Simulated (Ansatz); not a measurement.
# Two runs on C3H3F5

System: C3H3F5.
Method of run A: RKS PBE0-D4/def2-TZVPP (Ansatz 0.2.0).

The geometry comes from this level: PBE0-D4/def2-TZVP. Text and figures count atoms from 1; the logs count them from 0 in places.

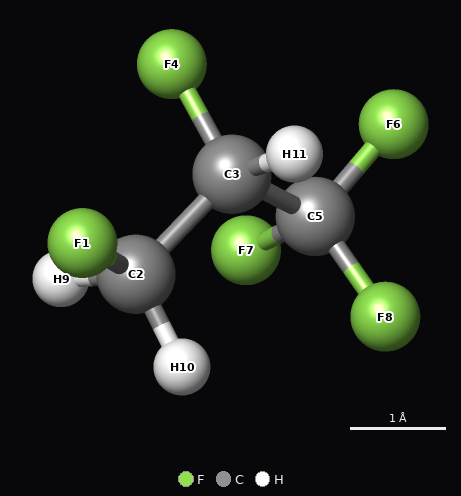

**Figure 1.** The structure as given in the input (ball-and-stick view, seen at a tilt; atoms are numbered from 1 in the order of the input). Bond lengths as drawn: C–C 1.51 to 1.52 Å, C–F 1.33 to 1.37 Å and C–H 1.09 Å.

**Input, run A**
```yaml
crystal:
  periodic: [false, false, false]
  atoms:
    - {symbol: F, position_ang: [-0.899918, -2.106039, -0.801764]}
    - {symbol: C, position_ang: [-0.166859, -0.945643, -0.855288]}
    - {symbol: C, position_ang: [-0.435574, -0.134899, 0.387446]}
    - {symbol: F, position_ang: [-1.695354, 0.399404, 0.341759]}
    - {symbol: C, position_ang: [0.559047, 1.008945, 0.545241]}
    - {symbol: F, position_ang: [0.256663, 1.766139, 1.594020]}
    - {symbol: F, position_ang: [0.587654, 1.792588, -0.535017]}
    - {symbol: F, position_ang: [1.790052, 0.516250, 0.728688]}
    - {symbol: H, position_ang: [-0.466248, -0.381757, -1.742084]}
    - {symbol: H, position_ang: [0.893769, -1.202875, -0.918496]}
    - {symbol: H, position_ang: [-0.358031, -0.769112, 1.276297]}
basis:
  gaussian: {orbitals: def2-TZVPP}
hamiltonian: {xc: pbe0, dispersion: d4}
output: {orbitals: {seedname: orbitals}}
```

Launched with:
```bash
ansatz run in.yaml --threads 4 --pin off --events-out ev --progress --plain --max-ram 11315MiB
```

Hardware: 4 threads of Arm Neoverse V2, 23 GiB of memory available, shared host.

**Output (run A)**
```
Functional definition: PBE0
  parameter a = 0.25
  parameter kappa = 0.804
  parameter beta = 0.06672455060314922
  exchange = (1 - a)*pbe_x(kappa = kappa, mu = beta*pi^2/3) + a*exact_x
  correlation = pbe_c(beta = beta)
1497 factors; their error is unknown
mean field evaluation 1: about -16731.3863 eV, gradient 4.9e1 eV
mean field evaluation 2: about -16730.6275 eV, gradient 5.6e1 eV
mean field evaluation 4: about -16734.9827 eV, gradient 2.3e0 eV
mean field evaluation 8: about -16734.9924 eV, gradient 4.0e-2 eV
mean field evaluation 16: about -16735.0292 eV, gradient 7.7e-5 eV
mean field -16735.02921823 eV, -615.0009803597 hartree, gradient 7.7e-5 eV, S^2 0.000000; 0 other end points of the search recorded, 0 dependent functions left out
reference -16735.02923945 eV, -615.0009811394 hartree; 33, 33 occupied and 257, 257 virtual orbitals, 1497 factors
Total energy: -16735.20127975 eV, -615.0073035040 hartree
```

The input of run B differs as follows (lines with − go, lines with + come):
```diff
-  gaussian: {orbitals: def2-TZVPP}
+  gaussian: {orbitals: def2-SVP}
```

What does this change do to the results?

The total energy of run B is 463.4 kcal/mol higher, which measures the change of basis and not a stability. The HOMO goes from −10.14 to −9.94 eV. The LUMO goes from 1.29 to 1.82 eV. The basis functions go from 290 to 127.

**Output (run B)**
```
Functional definition: PBE0
  parameter a = 0.25
  parameter kappa = 0.804
  parameter beta = 0.06672455060314922
  exchange = (1 - a)*pbe_x(kappa = kappa, mu = beta*pi^2/3) + a*exact_x
  correlation = pbe_c(beta = beta)
1388 factors; their error is unknown
mean field evaluation 1: about -16711.9157 eV, gradient 4.3e1 eV
mean field evaluation 2: about -16710.9747 eV, gradient 5.1e1 eV
mean field evaluation 4: about -16714.9198 eV, gradient 1.7e0 eV
mean field evaluation 8: about -16714.9267 eV, gradient 2.7e-2 eV
mean field evaluation 16: about -16714.9329 eV, gradient 9.0e-5 eV
mean field -16714.93292716 eV, -614.2624552849 hartree, gradient 2.3e-5 eV, S^2 0.000000; 0 other end points of the search recorded, 0 dependent functions left out
reference -16714.93294349 eV, -614.2624558847 hartree; 33, 33 occupied and 94, 94 virtual orbitals, 1388 factors
Total energy: -16715.10498379 eV, -614.2687782493 hartree
```

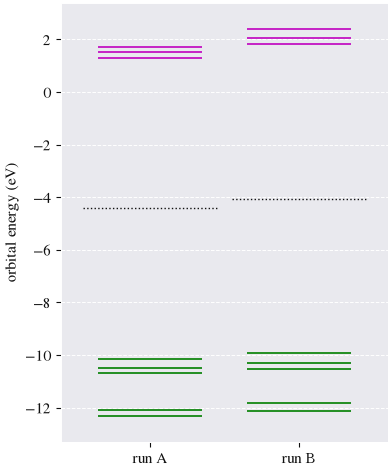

**Figure 2.** The five highest filled and three lowest empty orbital energies of the two runs; the dotted lines part filled from empty levels. The HOMO–LUMO gap is 11.43 eV in run A and 11.76 eV in run B.

**The two runs side by side**

```tsv
quantity	run A	run B
outcome	converged	converged
total energy (hartree)	−615.007304	−614.268778
HOMO (eV)	−10.14	−9.94
LUMO (eV)	1.29	1.82
basis functions	290	127
wall time (shared host)	3.3 s	1.3 s
```
